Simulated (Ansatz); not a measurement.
# SnNH2F (SMILES [NH2][Sn][F]): CAM-B3LYP/def2-SVP (core potential)

What is the energy change on altering one bond length of SnNH2F at CAM-B3LYP/def2-SVP (core potential)? 

Program for the calculation: Ansatz 0.2.0.

69 further runs of the same task are left out: 69 set aside as unsound or not needed.

## Step 1: Starting point

SnNH2F has 5 atoms, charge 0, and is taken as a singlet. SMILES: `[NH2][Sn][F]`. The shape is that of a PBE0-D4/def2-TZVP optimisation. This is one conformer, not always the lowest.

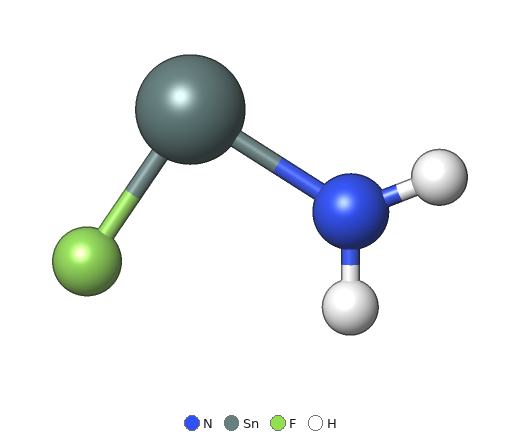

Viewed from a chosen angle; nitrogen blue, tin teal, fluorine green, hydrogen white.

## Step 2: The energy at CAM-B3LYP/def2-SVP (core potential)

Input file run.yaml:

```yaml
crystal:
  periodic: [false, false, false]
  atoms:
    - {symbol: N, position_ang: [-0.302900, 0.495500, -0.393300]}
    - {symbol: Sn, position_ang: [0.338900, -0.053700, 1.423200]}
    - {symbol: F, position_ang: [0.966900, -1.775900, 0.754300]}
    - {symbol: H, position_ang: [-0.746800, 1.369300, -0.629100]}
    - {symbol: H, position_ang: [-0.206200, -0.108900, -1.196600]}
basis:
  gaussian:
    orbitals: def2-SVP
hamiltonian:
  xc: {name: CAM-B3LYP}
accuracy: high
output: {orbitals: {seedname: orbitals}}
```

Launch:

```
ansatz run run.yaml --threads 1 --pin off --max-ram 3480MiB --events-out events.jsonl --progress --plain --runs-dir runs
```

The log of the run:

```text
Warning: RAYON_NUM_THREADS=1 ignored (pool sized by the plan → 1); use --threads N
Functional definition: CAM-B3LYP
  name "CAM-B3LYP"
  parameter alpha = 0.19
  parameter beta = 0.46
  parameter omega = 0.33/bohr
  parameter ac = 0.81
  exchange = (1 - alpha - beta)*b88_x + beta*b88_x_sr(omega) + alpha*exact_x + beta*exact_x_lr(omega)
  correlation = (1 - ac)*vwn5_c + ac*lyp_c
1479 factors; integrals over basis functions are off by at most 3.2e-9 eV
324 factors; integrals over basis functions are off by at most 1.6e-9 eV
mean field evaluation 1: about -10059.0640 eV, gradient 6.3e1 eV
mean field evaluation 2: about -10043.6015 eV, gradient 1.0e2 eV
mean field evaluation 4: about -10066.8683 eV, gradient 7.1e0 eV
mean field evaluation 8: about -10067.0285 eV, gradient 2.1e-1 eV
mean field evaluation 16: about -10067.0287 eV, gradient 7.2e-5 eV
mean field -10067.02870418 eV, -369.9564812014 hartree, gradient 3.3e-8 eV, S^2 0.000000; 0 other end points of the search recorded, 0 dependent functions left out
reference -10067.02871945 eV, -369.9564817627 hartree; 20, 20 occupied and 44, 44 virtual orbitals, 1479 factors
Total energy: -10067.02871945 eV, -369.9564817627 hartree
```

Run time: 5.7 s. Hardware: 1 thread of Arm Neoverse V1, shared host; peak memory 0.2 GiB.

## Step 3: The distorted shape

Input file molecule.yaml:

```yaml
crystal:
  periodic: [false, false, false]
  atoms:
    - symbol: N
      position_ang: [0.052220, -0.203541, -0.204660]
    - symbol: Sn
      position_ang: [0.694020, -0.752741, 1.611840]
    - symbol: F
      position_ang: [1.322020, -2.474941, 0.942940]
    - symbol: H
      position_ang: [-0.746800, 1.369300, -0.629100]
    - symbol: H
      position_ang: [0.148920, -0.807941, -1.007960]
basis:
  gaussian:
    orbitals: def2-SVP
total_charge: 0
hamiltonian:
  xc: {name: CAM-B3LYP}
accuracy: high
output: {orbitals: {seedname: orbitals}}
```

Launch:

```
ansatz run molecule.yaml --threads 1 --pin off --max-ram 3480MiB --events-out events.jsonl --progress --plain --runs-dir runs
```

The log of the run (excerpt; [...] marks lines left out):

```text
Warning: RAYON_NUM_THREADS=1 ignored (pool sized by the plan → 1); use --threads N
[... 8 set-up lines as earlier in the session ...]
1480 factors; integrals over basis functions are off by at most 3.6e-9 eV
336 factors; integrals over basis functions are off by at most 1.6e-9 eV
mean field evaluation 1: about -10052.8888 eV, gradient 6.7e1 eV
mean field evaluation 2: about -10019.8804 eV, gradient 1.2e2 eV
mean field evaluation 4: about -10062.7435 eV, gradient 1.3e1 eV
mean field evaluation 8: about -10063.0713 eV, gradient 3.5e-1 eV
mean field evaluation 16: about -10063.0718 eV, gradient 2.0e-4 eV
mean field -10063.07181580 eV, -369.8110682356 hartree, gradient 7.6e-8 eV, S^2 0.000000; 0 other end points of the search recorded, 0 dependent functions left out
reference -10063.07183205 eV, -369.8110688329 hartree; 20, 20 occupied and 44, 44 virtual orbitals, 1480 factors
Total energy: -10063.07183205 eV, -369.8110688329 hartree
```

Run time: 6.9 s. Hardware: 1 thread of Arm Neoverse V1, shared host; peak memory 0.2 GiB.

## Step 4: Summary of results

At CAM-B3LYP/def2-SVP (core potential):

| quantity | value |
| --- | --- |
| first shape: total energy | -369.95648 Eh |
| first shape: HOMO energy | -8.74 eV |
| first shape: LUMO energy | -0.68 eV |
| first shape: HOMO–LUMO gap | 8.05 eV |
| distorted shape: total energy | -369.81107 Eh |
| distorted shape: HOMO energy | -8.67 eV |
| distorted shape: LUMO energy | -1.69 eV |
| distorted shape: HOMO–LUMO gap | 6.98 eV |
| energy change with the N1–H4 bond stretched from 1.008 to 1.815 Å | 3.957 eV |

With the N1–H4 bond stretched from 1.008 to 1.815 Å the energy rises by 3.96 eV (382 kJ/mol). The first shape isn't relaxed at this level, so the change isn't measured from a minimum. A restricted reference can't describe the breaking bond well at this length.
